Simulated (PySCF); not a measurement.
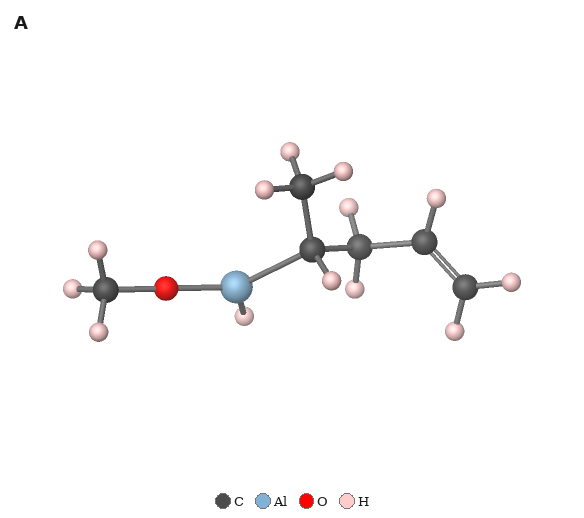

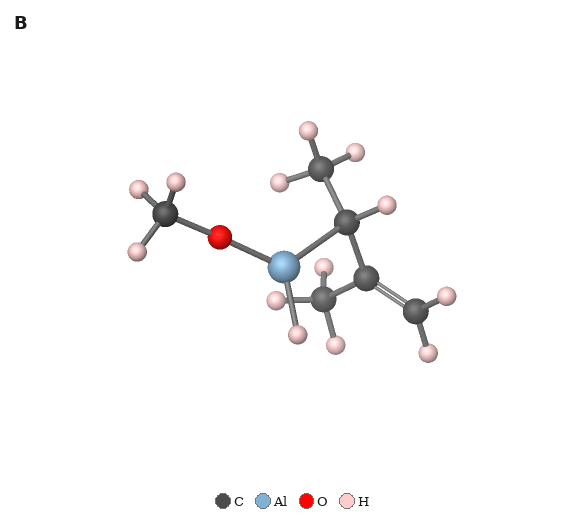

2 stationary structures of one formula. Geometries: GFN2-xTB. Electronic energies: PBE0/pcSseg-1 (PySCF 2.14.0), without zero-point energy. No frequency run is at hand to confirm each as a minimum. Each is one conformer, not always the lowest.

### Which structure is the most stable?

B is lowest; A lies 0.232 eV above it. A is `C=CC[C@@H](C)[AlH][O]C`, B is `C=C(C)[C@@H](C)[AlH][O]C`.

The geometry is semi-empirical. Around Al such bond lengths and angles can be off by a tenth of an ångström or more and by several degrees, and values that hang on the shape move with them.
